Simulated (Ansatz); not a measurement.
**Quasiparticle gap of BiB (4H polytype) (P6_3mc)**

How far does one-shot GW move the PBE gap of BiB (4H polytype) (P6_3mc)?

Method: PBE, then G0W0 on it, plane waves, PAW, in Ansatz 0.2.0.

The structure was built from a prototype and need not be the compound's stable phase.

## Step 1: Starting point

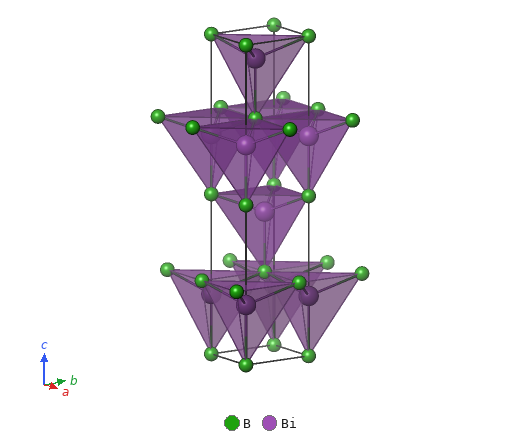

The cell as given, slightly off an axis (boron green, bismuth purple). Bonds to atoms that aren't drawn are left out. Some periodic images of atoms are drawn too.

As a file:

```cif
data_structure
_symmetry_space_group_name_H-M 'P6_3mc'
_symmetry_Int_Tables_number 186
_cell_length_a 3.7856
_cell_length_b 3.7856
_cell_length_c 12.3638
_cell_angle_alpha 90.000
_cell_angle_beta 90.000
_cell_angle_gamma 120.000
_cell_volume 153.44
loop_
_atom_site_label
_atom_site_type_symbol
_atom_site_symmetry_multiplicity
_atom_site_Wyckoff_symbol
_atom_site_fract_x
_atom_site_fract_y
_atom_site_fract_z
_atom_site_occupancy
B1 B 2 a 0.00000 0.00000 0.00000 1
B2 B 2 b 0.33333 0.66667 0.25000 1
Bi1 Bi 2 a 0.00000 0.00000 0.18750 1
Bi2 Bi 2 b 0.33333 0.66667 0.43750 1
```

The start is a generated structure, not a measured one. The structure type comes from a generator and need not be one that this composition takes. Spin-orbit coupling is left out unless a step names it. The default PAW set here is soft_2. Its files were made with PBE.

## Step 2: Relaxing the structure

The structure is relaxed first.

This step: DFT, PBE, plane waves, PAW.

The input, input.yaml:

```yaml
crystal:
  lattice:
    - [3.7856047478, 0.0, 0.0]
    - [-1.8928023739, 3.2784298803, 0.0]
    - [0.0, 0.0, 12.3637851064]
  atoms:
    - { symbol: B, position: [0.0, 0.0, 0.0] }
    - { symbol: B, position: [0.3333333333, 0.6666666667, 0.25] }
    - { symbol: B, position: [0.0, 0.0, 0.5] }
    - { symbol: B, position: [0.6666666667, 0.3333333333, 0.75] }
    - { symbol: Bi, position: [0.0, 0.0, 0.1875] }
    - { symbol: Bi, position: [0.3333333333, 0.6666666667, 0.4375] }
    - { symbol: Bi, position: [0.0, 0.0, 0.6875] }
    - { symbol: Bi, position: [0.6666666667, 0.3333333333, 0.9375] }
kpoints:
  mp_grid: { grid: [6, 6, 2] }
hamiltonian:
  xc: pbe
scf:
  occupations: { method: fermi_dirac, width: 0.02 }
relax:
  f_tol: 0.01
  max_steps: 100
  cell: {}
```

On the command line:

```bash
$ ansatz run input.yaml --threads 8 --pin off --max-ram 17510MiB --backend cpu --events-out ev --progress --plain --runs-dir out
```

Numbers of over 12 decimals in the logs are rounded to 6 here.

Output:

```text
Engine: ansatz 0.2.0, aarch64-unknown-linux-gnu
Pseudopotentials: kind: paw
Pseudopotential: B, paw, valence charge 3, recommended cutoff 420 eV (normal), B.paw.azcp
Pseudopotential: Bi, paw, valence charge 15, recommended cutoff 420 eV (normal), Bi.paw.azcp
Functional definition: PBE
  parameter kappa = 0.804
  parameter beta = 0.066725
  exchange = pbe_x(kappa = kappa, mu = beta*pi^2/3)
  correlation = pbe_c(beta = beta)
Crystal: 8 atoms, lattice volume = 153.445 Å³
Basis set: ecut = 420 eV, 3041 PW (Γ), exchange–correlation on 54×54×180 points (8 copies of the dense FFT grid, shifted against one another)
Bands: 44, of which v1, the nominal top of the filled ones, is band 36 counted from 1 (35 counted from 0)
Symmetry: 12 space group operations
Space group: P63mc (ITA 186), of the structure as read, at distance tolerance 5.4e-5 Å
k-points: 14 of 72
Non-local potential: B, projectors of the file, l = 0: 2, l = 1: 2, l = 2: 1
Non-local potential: Bi, projectors of the file, l = 0: 2, l = 1: 2, l = 2: 2, l = 3: 2
PAW form: soft (Blöchl's): semilocal exchange-correlation on the pseudo side does not see the compensation charge
PAW one-centre angular grid: B, 110 points (default); XC on 64 Gauss nodes
PAW one-centre angular grid: Bi, 590 points (default); XC on 64 Gauss nodes
Initial density: superposition of atomic densities (neutral atoms: chi_scale 0, normalization atom), corrected by the library's trained network
Initial wavefunctions: pseudopotential atomic-orbital guess
Functional: x = pbe(κ = 0.804, μ = 0.219515), c = pbe(β = 0.066725)
SCF iter   1: F=—  HF=-50203.076980 eV  |F-HF|=—  |Δ(HF+E_count)|=         —  Δρ=2.42e-3  dr2=1.07e-2  ethr=1.77e-3  ⟨swp⟩=7.1  Hψ=2733  notcnv=0  defer=1
preconditioner: auto → Resta (q_TF=auto, 2.405 Å⁻¹)  ε∞=2.9  [insulator: Δε(μ)=0.478 eV  Ē_g=18.420 eV  σ=0.020 eV  W_gap=1.00  n_scr=38 (ndim 8)  ℏωp=25.4 eV  f_vac=0.003  D(μ)=0.00/eV (n_scr^D=0)  ε∞_Penn≈2.9]
SCF iter   2: F=—  HF=-50203.076229 eV  |F-HF|=—  |Δ(HF+E_count)|=   7.51e-4  Δρ=1.11e-3  dr2=1.77e-3  ethr=1.49e-5  ⟨swp⟩=2.2  Hψ=980  notcnv=0  defer=37
SCF iter   3: F=—  HF=-50203.076994 eV  |F-HF|=—  |Δ(HF+E_count)|=   7.66e-4  Δρ=3.42e-4  dr2=1.83e-4  ethr=2.46e-6  ⟨swp⟩=2.0  Hψ=785  notcnv=0  defer=37
SCF iter   4: F=—  HF=-50203.077187 eV  |F-HF|=—  |Δ(HF+E_count)|=   1.92e-4  Δρ=8.51e-5  dr2=2.33e-5  ethr=2.54e-7  ⟨swp⟩=2.0  Hψ=801  notcnv=0  defer=37
SCF iter   5: F=—  HF=-50203.077201 eV  |F-HF|=—  |Δ(HF+E_count)|=   1.38e-5  Δρ=3.66e-5  dr2=3.65e-6  ethr=3.23e-8  ⟨swp⟩=2.1  Hψ=836  notcnv=0  defer=37
SCF iter   6: F=—  HF=-50203.077202 eV  |F-HF|=—  |Δ(HF+E_count)|=   1.65e-6  Δρ=9.22e-6  dr2=1.99e-7  ethr=5.06e-9  ⟨swp⟩=2.6  Hψ=963  notcnv=0  defer=37
SCF iter   7: F=-50203.077203 eV  HF=-50203.077203 eV  |F-HF|=9.55e-9  |Δ(HF+E_count)|=   1.69e-7  Δρ=2.05e-6  dr2=8.37e-9  ethr=1.39e-10  ⟨swp⟩=5.0  Hψ=2077  notcnv=0
SCF 1 converged in 7 iterations: F = -50203.077203 eV  dr2 = 8.37e-9
  greatest PAW one-centre occupation: 0.987 electrons in one spin orbital (limit 2), on the Bi atom at site 5 (counted from 0), in its partial waves of l = 2
relax step   1: F+E_penalty+E_count = -50203.07720257 eV  Δ(F+E_penalty+E_count) = +0.000e0 eV  max|allowed force component| = 1.215e-1 eV/Å  Δτ_max = 0.0000 Å  P = +8.116 GPa  Ω = 153.445 Å³  (7 SCF iters, dr2 threshold 1.00e-7 eV, accepted)
[...]
relax step   2: F+E_penalty+E_count = -50203.34952945 eV  Δ(F+E_penalty+E_count) = -2.723e-1 eV  max|allowed force component| = 8.503e-2 eV/Å  Δτ_max = 0.0122 Å  P = -2.380 GPa  Ω = 174.121 Å³  energy of the carried Pulay correction = -1.114e-2 eV  (7 SCF iters, dr2 threshold 8.00e-7 eV, accepted)
[...]
relax step   3: F+E_penalty+E_count = -50203.40014590 eV  Δ(F+E_penalty+E_count) = -5.062e-2 eV  max|allowed force component| = 5.716e-2 eV/Å  Δτ_max = 0.0117 Å  P = -0.566 GPa  Ω = 169.067 Å³  energy of the carried Pulay correction = -8.550e-3 eV  (6 SCF iters, dr2 threshold 8.00e-7 eV, accepted)
[...]
relax step   4: F+E_penalty+E_count = -50203.40511314 eV  Δ(F+E_penalty+E_count) = -4.967e-3 eV  max|allowed force component| = 4.447e-3 eV/Å  Δτ_max = 0.0059 Å  P = +0.011 GPa  Ω = 167.705 Å³  energy of the carried Pulay correction = -7.837e-3 eV  (5 SCF iters, dr2 threshold 8.00e-7 eV, accepted)
[...]
relax step   5: F+E_penalty+E_count = -50203.41414642 eV  Δ(F+E_penalty+E_count) = -9.033e-3 eV  max|allowed force component| = 4.579e-3 eV/Å  Δτ_max = 0.0000 Å  P = +0.040 GPa  Ω = 167.705 Å³  stress off target by 4.72e-2 GPa  SCF on the basis re-selected at this cell (its energy is not comparable with the rows above)  (7 SCF iters)
basis re-selected at this cell: Δ(F+E_penalty+E_count) = -9.033e-3 eV, ΔP = +0.029 GPa vs the last step (what re-selecting the basis moved, of the pressure what is left beyond the Pulay correction that the steps carried, after the strain that the cell walked since its last selection, with what the two solves' SCF thresholds leave and, on support functions, any second-order correction that the steps lacked; it is no m [...]
SCF converged after 7 iterations
Free energy (F): -50203.414146 eV
Harris-Foulkes:  -50203.414146 eV  (|F-HF|=5.82e-11)
Internal energy: -50203.414059 eV  (E = F + TS)
E sigma→0 (E₀):  -50203.414103 eV
Entropy (-TS):   -0.000088 eV (-0.011 meV/atom)
Fermi energy:    10.492691 eV
--- Per-component energies (eV) ---
  E_band       = -369.928659
  E_kinetic    = 1390.436788
  E_local      = -6246.404660  (includes V_loc(G=0)·N_el)
  E_nonlocal   = 2289.114571
  E_hartree    = 2039.037107
  E_xc         = -722.295298
  E_vxc        = -716.180576  (∫ρ·V_xc dr)
  E_paw        = -42975.466489  (= ΣΔE_a)
  E_vpaw       = -1164.967412  (= ΣTr[D̂ρ^β])
  E_aug_tail   = -0.001783  (compensation charges beyond the density's cutoff)
  E_ewald      = -5977.834295
  E_smearing   = -0.000088  (= −TS)
  E_closure    = -0.000000  (closes the sum)
  Σ components = -50203.414146   (vs F -50203.414146, Δ=0.00e0)
--- Forces (eV/Å), atoms counted from 1 ---
  atom   1  B     -0.00000000    -0.00000000     0.00457898
  atom   2  B     -0.00000000    -0.00000000    -0.00444341
  atom   3  B      0.00000000     0.00000000     0.00457898
  atom   4  B      0.00000000     0.00000000    -0.00444341
  atom   5  Bi     0.00000000     0.00000000    -0.00097631
  atom   6  Bi     0.00000000    -0.00000000     0.00084122
  atom   7  Bi    -0.00000000    -0.00000000    -0.00097631
  atom   8  Bi     0.00000000     0.00000000     0.00084122
  max |Σ_I F_I| component: 9.61e-7 eV/Å
--- Stress (GPa, compression-positive) ---
        0.047175       0.000000       0.000000
       -0.000000       0.047175      -0.000000
        0.000000      -0.000000       0.025351
  P = ⅓ Tr σ = 0.0399 GPa (0.399 kbar)
--- Relaxed structure (4 steps of the walk, 4 accepted, 1 SCFs on fresh bases) ---
  F+E_penalty+E_count = -50203.41414642 eV   max|allowed force component| = 4.579e-3 eV/Å   (the final SCF, on the basis selected at the relaxed cell)
  cell:  # Å, volume = 167.7050 Å³
    - [3.895627, 0, 0.0]
    - [-1.947814, 3.373712, 0.0]
    - [0.0, 0, 12.760292]
  atoms:
    - { symbol: B, position: [0, 0, 0.000457131] }
    - { symbol: B, position: [0.333333, 0.666667, 0.249435] }
    - { symbol: B, position: [0, 0, 0.500457] }
    - { symbol: B, position: [0.666667, 0.333333, 0.749435] }
    - { symbol: Bi, position: [0, 0, 0.187222] }
    - { symbol: Bi, position: [0.333333, 0.666667, 0.437886] }
    - { symbol: Bi, position: [0, 0, 0.687222] }
    - { symbol: Bi, position: [0.666667, 0.333333, 0.937886] }
```

The job ended after 5.9 s (8 threads of Arm Neoverse V2, shared host; peak memory 0.59 GiB).

Step by step:

```tsv
step	energy less that of the first step (eV)	largest force component (eV/Å)	pressure (GPa)	volume (Å³)
1	0.0000	0.1215	8.12	153.44
2	-0.2723	0.0850	-2.38	174.12
3	-0.3229	0.0572	-0.57	169.07
4	-0.3279	0.0044	0.01	167.70
5*	-0.3369	0.0046	0.04	167.70
```

Relaxation steps marked * repeat the geometry before them on a plane-wave basis chosen anew for their cell, so energy and pressure can jump there.

Forces are held to the 12 operations that the run works with; a distortion that breaks them can't arise in this run.

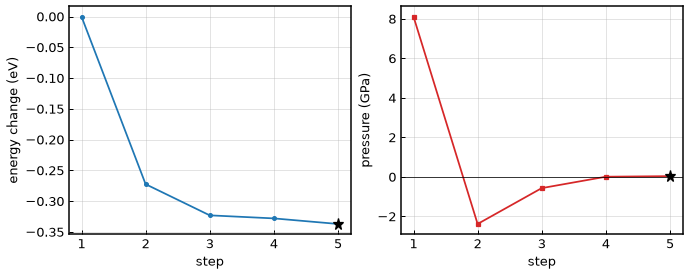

Energy and pressure along the relaxation. Stars mark steps on a basis chosen anew.

```tsv
conventional cell, symmetrised	before	after	change
a (Å)	3.786	3.896	+2.9 %
b (Å)	3.786	3.896	+2.9 %
c (Å)	12.364	12.760	+3.2 %
volume (Å³/atom)	19.18	20.96	+9.3 %
```

## Step 3: The PBE band structure

Levels along a band path and on the mesh show where this functional puts the band edges.

The input, input.yaml:

```yaml
crystal:
  lattice:
    - [3.8956272968, 0.0, 0.0]
    - [-1.9478136484, 3.3737122027, 0.0]
    - [0.0, 0.0, 12.7602919113]
  atoms:
    - { symbol: B, position: [0.0, 0.0, 0.0004571309] }
    - { symbol: B, position: [0.3333333333, 0.6666666667, 0.2494352804] }
    - { symbol: B, position: [0.0, 0.0, 0.5004571309] }
    - { symbol: B, position: [0.6666666667, 0.3333333333, 0.7494352804] }
    - { symbol: Bi, position: [0.0, 0.0, 0.187221663] }
    - { symbol: Bi, position: [0.3333333333, 0.6666666667, 0.4378859257] }
    - { symbol: Bi, position: [0.0, 0.0, 0.687221663] }
    - { symbol: Bi, position: [0.6666666667, 0.3333333333, 0.9378859257] }
kpoints:
  mp_grid: { grid: [12, 12, 2] }
  band_path:
    path:
      - [[0.0, 0.0, 0.0], [0.5, 0.0, 0.0], [0.33333333, 0.33333333, 0.0], [0.0, 0.0, 0.0], [0.0, 0.0, 0.5], [0.5, 0.0, 0.5], [0.33333333, 0.33333333, 0.5], [0.0, 0.0, 0.5]]
      - [[0.5, 0.0, 0.5], [0.5, 0.0, 0.0]]
      - [[0.33333333, 0.33333333, 0.5], [0.33333333, 0.33333333, 0.0]]
    npoints: 10
hamiltonian:
  xc: pbe
scf:
  occupations: { method: fermi_dirac, width: 0.02 }
  n_extra_bands: 6
output:
  eigenvalues: true
  forces: true
  stress: true
  write_density: true
  write_potential: true
  elf: true
  volumetric_format: npy
```

Output:

```text
[...]
Crystal: 8 atoms, lattice volume = 167.705 Å³
Basis set: ecut = 420 eV, 3319 PW (Γ), exchange–correlation on 54×54×180 points (8 copies of the dense FFT grid, shifted against one another)
Bands: 42, of which v1, the nominal top of the filled ones, is band 36 counted from 1 (35 counted from 0)
Symmetry: 12 space group operations
[...]
k-points: 38 of 288
[...]
SCF iter   1: F=—  HF=-50203.481898 eV  |F-HF|=—  |Δ(HF+E_count)|=         —  Δρ=2.11e-3  dr2=1.16e-2  ethr=1.77e-3  ⟨swp⟩=7.2  Hψ=6978  notcnv=0
[...]
SCF iter   7: F=-50203.481844 eV  HF=-50203.481844 eV  |F-HF|=3.76e-8  |Δ(HF+E_count)|=   3.91e-7  Δρ=3.26e-6  dr2=2.55e-8  ethr=1.39e-10  ⟨swp⟩=14.7  Hψ=12438  notcnv=0
SCF 1 converged in 7 iterations: F = -50203.481844 eV  dr2 = 2.55e-8
[...]
NSCF: frozen V_eff on 93 k-points
SCF converged after 7 iterations
Free energy (F): -50203.481844 eV
[...]
Internal energy: -50203.481823 eV  (E = F + TS)
E sigma→0 (E₀):  -50203.481834 eV
Entropy (-TS):   -0.000021 eV (-0.003 meV/atom)
Fermi energy:    10.488256 eV
[...]
--- Forces (eV/Å), atoms counted from 1 ---
  atom   1  B      0.00000000     0.00000000     0.02359264
  atom   2  B      0.00000000     0.00000000    -0.00052362
  atom   3  B      0.00000000    -0.00000000     0.02359264
  atom   4  B      0.00000000    -0.00000000    -0.00052362
  atom   5  Bi    -0.00000000    -0.00000000    -0.02086342
  atom   6  Bi     0.00000000     0.00000000    -0.00220298
  atom   7  Bi     0.00000000     0.00000000    -0.02086342
  atom   8  Bi    -0.00000000    -0.00000000    -0.00220298
  max |Σ_I F_I| component: 5.25e-6 eV/Å
--- Stress (GPa, compression-positive) ---
        0.078057       0.000000       0.000000
        0.000000       0.078057       0.000000
       -0.000000      -0.000000       0.244520
  P = ⅓ Tr σ = 0.1335 GPa (1.335 kbar)
--- Band table (eV; the first three rows and the last of 38) ---
  k-point 0: bands = [... 32 lower, 9.4238, 10.2767, 10.3876, 10.3876, 10.5771, 10.6213, 10.9198, 11.2795, ... 2 higher]
  k-point 1: bands = [... 32 lower, 10.0294, 10.0294, 10.0294, 10.0294, 10.6909, 10.6909, 11.4985, 11.4985, ... 2 higher]
  k-point 2: bands = [... 32 lower, 9.2505, 9.2721, 10.1394, 10.2414, 11.1847, 11.3522, 11.4941, 11.8411, ... 2 higher]
  k-point 37: bands = [... 32 lower, 7.3252, 7.3252, 7.6852, 7.6852, 11.9013, 11.9013, 12.9248, 12.9248, ... 2 higher]
```

The job ended after 8.9 s (8 threads; peak memory 0.9 GiB).

Numbers from this step:

```
pressure             : 0.1335 GPa
filled bands         : 36
gap                  : 0.1856 eV
valence top at       : Γ
conduction bottom at : k = (0.000, 0.000, 0.050)
least direct gap     : 0.1895 eV
```

Over mesh and path the gap is 0.186 eV, from k = Γ to k = (0.000, 0.000, 0.050). The least direct gap found is 0.189 eV, at k = Γ.

The electronic bands at the labelled points (eV, zero at the top of the highest nominally filled band):

```tsv
point	band 33	band 34	band 35	band 36	band 37	band 38	band 39	band 40
Γ	-0.96	-0.11	0.00	0.00	0.19	0.23	0.53	0.89
M	-2.67	-2.64	-2.01	-1.63	0.44	0.54	0.75	1.56
K	-3.77	-2.94	-2.94	-2.24	1.50	2.18	2.18	2.75
Γ	-0.96	-0.11	0.00	0.00	0.19	0.23	0.53	0.89
A	-0.36	-0.36	-0.36	-0.36	0.30	0.30	1.11	1.11
L	-2.76	-2.76	-1.99	-1.99	0.77	0.77	1.37	1.37
H	-3.06	-3.06	-2.70	-2.70	1.51	1.51	2.54	2.54
A	-0.36	-0.36	-0.36	-0.36	0.30	0.30	1.11	1.11
jump to L	-2.76	-2.76	-1.99	-1.99	0.77	0.77	1.37	1.37
M	-2.67	-2.64	-2.01	-1.63	0.44	0.54	0.75	1.56
jump to H	-3.06	-3.06	-2.70	-2.70	1.51	1.51	2.54	2.54
K	-3.77	-2.94	-2.94	-2.24	1.50	2.18	2.18	2.75
```

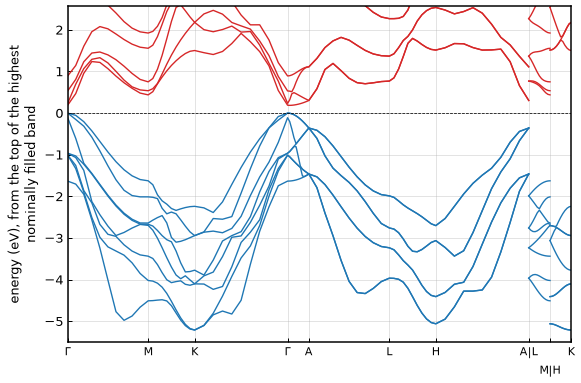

Electronic bands along the path; lines of filled and empty bands in two colours.

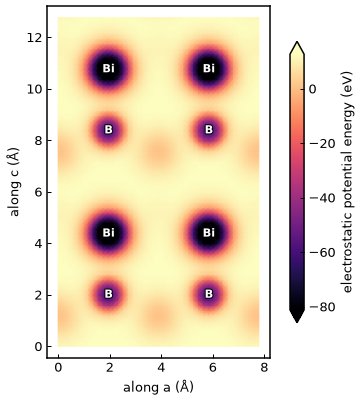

Electrostatic potential energy in the ac plane at fractional y = 0.000, with atoms of B and Bi within 0.2 Å of it. With pseudopotentials it is smooth inside the atoms' cores, unlike the true potential. The map starts off the cell's origin, so that atoms lie inside it.

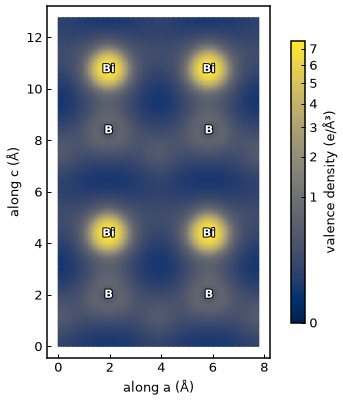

Valence density in the ac plane at fractional y = 0.000, with atoms of B and Bi within 0.2 Å of it. It is the smooth field of the valence electrons, not physical close to the nuclei. The map starts off the cell's origin, so that atoms lie inside it. The colour scale is stretched toward low values.

[end of part 1 of 2]

[Paths, hosts, dates, memory and timing lines, banners, echoed tables and standing remarks are left out of the program output.]

[Logs are printed without paths, hosts, clocks, repeated set-up lines and the standing remarks that a program may print on its own settings, such as how far it seeks lower states.]

[Runs of the session that timed out or met a known fault of the program may be left out.]

[Cells called generated may have been cut or substituted from an entry of the Crystallography Open Database or the Materials Project.]

[Hosts, paths, dates, database ids (printed as entryN), source tags and the programs' standing remarks are cut or masked in the printed files.]

[Where an RPA ε∞ is given, it is that of the G0W0 mesh and is not shown converged in it. Names of k-points follow the symmetry that the program found, which can be lower than the space group named. Band edges on a path are those of the sampled points; other points can move an edge, and change direct to indirect where valleys lie close.]

[Hybrid gaps are those of their k-mesh and are not shown converged in it.]
